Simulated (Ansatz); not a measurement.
# BClH4Si: interaction energy of a dimer with the counterpoise correction in Python

How strongly do two molecules of BClH4Si bind, and how much of that is basis error? Wanted for BClH4Si: the interaction energy of a dimer with the counterpoise correction. SMILES: B[SiH2]Cl.

Program: Ansatz 0.2.0, driven from Python. Level of theory: Hartree-Fock/def2-SVPD. These are calculated values, not measurements.

## (1) The system

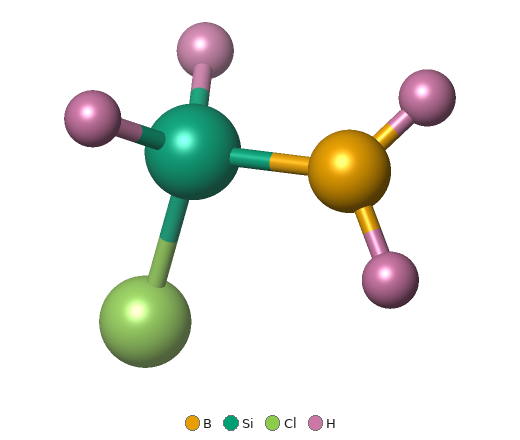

The structure that the script starts from, seen from a chosen angle (boron amber, silicon teal, chlorine green, hydrogen pink).

The script holds or builds the structure itself.

## (2) The script

bclh4si.py reads:

```python
import ansatz as az

FIRST = [
    ("B", (-1.0524, -0.0348, -0.4998)),
    ("Si", (0.5476, -0.1268, 0.4949)),
    ("Cl", (1.7095, 1.5559, 0.0964)),
    ("H", (-1.3816, -0.9335, -1.1136)),
    ("H", (-1.3671, 1.0499, -1.0055)),
    ("H", (0.2443, -0.1729, 1.931)),
    ("H", (1.2994, -1.338, 0.0963)),
]
SECOND = [
    ("B", (1.0748, 1.2403, 5.6392)),
    ("Si", (-0.1083, -0.2135, 5.4273)),
    ("Cl", (0.5327, -1.4037, 3.8422)),
    ("H", (0.6565, 2.2945, 5.7195)),
    ("H", (2.1752, 1.1879, 5.0756)),
    ("H", (-0.1371, -1.0205, 6.6539)),
    ("H", (-1.4632, 0.3016, 5.1272)),
]

def energy(atoms, ghosts=()):
    molecule = az.Crystal.molecule()
    for symbol, xyz in atoms:
        molecule = molecule.atom(symbol, xyz)
    calc = (
        molecule.calculation()
        .basis(gaussian="def2-SVPD")
        .functional("hf")
    )
    deck = calc.input()
    if ghosts:
        deck = deck.set(az.key.basis.gaussian.ghost_atoms, [{"symbol": s, "position_ang": list(xyz)} for s, xyz in ghosts])
    return az.Session.from_dict(deck).plan().execute().report["free_energy_ev"]


def main() -> None:
    both = energy(FIRST + SECOND)
    alone = energy(FIRST) + energy(SECOND)
    ghosted = energy(FIRST, SECOND) + energy(SECOND, FIRST)
    print(f"dimer {both:.6f} eV")
    print(f"interaction, uncorrected   {96.485332 * (both - alone):8.3f} kJ/mol")
    print(f"interaction, counterpoise  {96.485332 * (both - ghosted):8.3f} kJ/mol")
    print(f"basis-set superposition    {96.485332 * (alone - ghosted):8.3f} kJ/mol")


if __name__ == "__main__":
    main()
```

## (3) Launch

The run is started by

```bash
$ python bclh4si.py
```

Output:

```text
dimer -42187.698619 eV
interaction, uncorrected     31.937 kJ/mol
interaction, counterpoise    35.824 kJ/mol
basis-set superposition       3.886 kJ/mol
```

It took 13 s on 1 thread of Arm Neoverse V1, shared host; peak memory 0.62 GiB.

## (4) The runs side by side

One row for each of the 5 runs:

```tsv
run	system	ghost atoms	energy (eV)	SCF cycles	CPU time (s)
1	B2Cl2H8Si2	not set	-42187.6986	10	5.4
2	BClH4Si	not set	-21094.0147	12	0.61
3	BClH4Si	not set	-21094.0149	12	0.61
4	BClH4Si	a list of 7	-21094.0295	12	3.1
5	BClH4Si	a list of 7	-21094.0404	12	3.1
```

Totals carry meaning only in balanced differences at one level of theory.

## (5) Outcome

```
                        quantity          value
 interaction energy, uncorrected  31.937 kJ/mol
interaction energy, counterpoise  35.824 kJ/mol
                   runs compared              5
```

In words: The pair is unbound at this geometry and level. Uncorrected it is 31.937 kJ/mol, with the counterpoise correction 35.824 kJ/mol; the difference, 3.89 kJ/mol, is the superposition error. The pose is repulsive. The dimer is a generated trial pose of unrelaxed monomers, not a minimum, so the figure is no binding energy, and the basis set is small. This level lacks the dispersion part of the attraction (electrostatics and induction are there), which can decide the sign where the interaction is weak.
